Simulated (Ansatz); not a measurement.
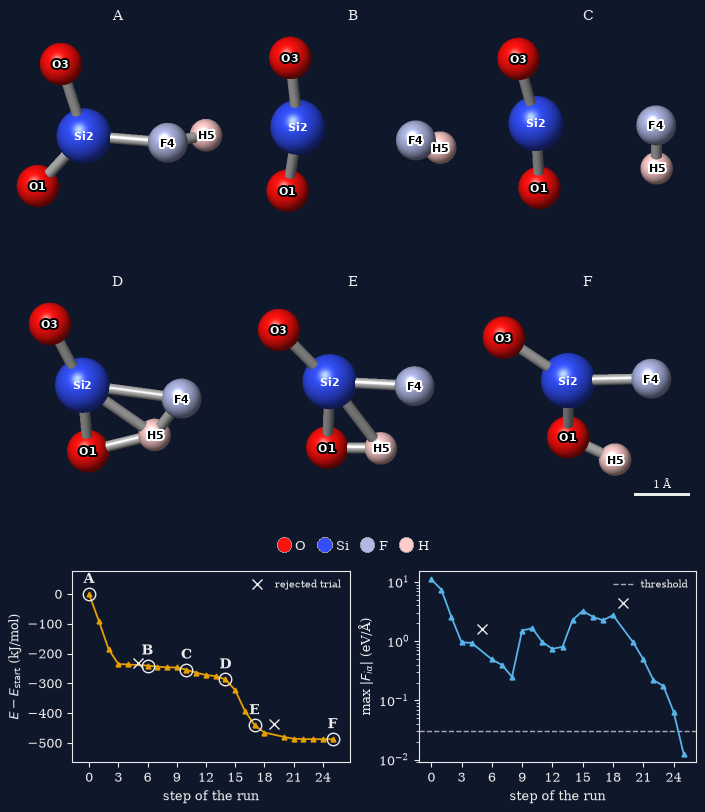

Frames of a relaxation of SiHO2F, marked on the history of the run. The picture is a ball-and-stick view, seen from a free direction.

It is one of the separated reactants of a reaction.

The calculation used RKS PBE-D4/def2-SVP (Ansatz).

Input file:
```yaml
crystal:
  periodic: [false, false, false]
  atoms:
    - {symbol: O, position_ang: [-0.205129, -1.719462, 0.346545]}
    - {symbol: Si, position_ang: [-0.375486, -0.277836, -0.054745]}
    - {symbol: O, position_ang: [0.691789, 0.924014, 0.001965]}
    - {symbol: F, position_ang: [-1.671436, 0.386976, -0.633650]}
    - {symbol: H, position_ang: [-2.458917, 0.593451, -0.227027]}
basis:
  gaussian: {orbitals: def2-SVP}
hamiltonian: {xc: pbe, dispersion: d4}
relax: {f_tol: 0.03, max_steps: 250}
```

Run as
```bash
ansatz run in.yaml --threads 2 --pin off --events-out ev --progress --plain --max-ram 4352MiB
```

### Describe the path.

The largest move after the best rigid fit is that of H5, 1.78 Å. Largest moves by element: H 1.78 Å, O 1.15 Å, F 0.85 Å, Si 0.57 Å. Near-neighbour distances that change, for instance: O1–H5 3.280 → 0.976 Å, F4–H5 0.910 → 2.598 Å, O1–Si2 1.506 → 1.646 Å, Si2–O3 1.608 → 1.536 Å. New bonds form, among them: O1–H5 (3.28 → 0.98 Å). Bonds break, among them: F4–H5 (0.91 → 2.60 Å). Among the angles between lasting bonds that change: O3–Si2–F4 104.2° → 126.4°, O1–Si2–F4 126.7° → 105.9°. Over 23 accepted moves (25 points after the start) the energy falls by 487.3 kJ/mol. The largest force component goes from 11 to 0.013 eV/Å. The line search rejected the trial steps at points 5, 19 of the run. From step 0 to 6: Si2 moves most (0.43 Å), energy −240.2 kJ/mol. From step 6 to 10: H5 moves most (0.51 Å), energy −14.0 kJ/mol. From step 10 to 14: H5 moves most (0.57 Å), energy −32.5 kJ/mol. From step 14 to 17: H5 moves most (0.47 Å), energy −153.6 kJ/mol. From step 17 to 25: H5 moves most (0.43 Å), energy −46.9 kJ/mol.

```tsv
step	E − E(0), kJ/mol	largest force component, eV/Å	note
0	0.00	10.9791	
1	-90.33	7.3953	
2	-184.72	2.5271	
3	-235.05	0.9609	
4	-236.57	0.9326	
5	-230.23	1.5848	rejected
6	-240.17	0.4934	
7	-244.02	0.3954	
8	-246.10	0.2504	
9	-246.49	1.5116	
10	-254.21	1.6541	
11	-264.11	0.9655	
12	-271.67	0.7417	
13	-275.72	0.8016	
14	-286.74	2.2812	
15	-322.36	3.2338	
16	-392.36	2.5827	
17	-440.37	2.2461	
18	-464.85	2.7377	
19	-435.00	4.3316	rejected
20	-479.38	0.9541	
21	-485.75	0.4962	
22	-486.87	0.2209	
23	-487.04	0.1745	
24	-487.25	0.0648	
25	-487.29	0.0126
```
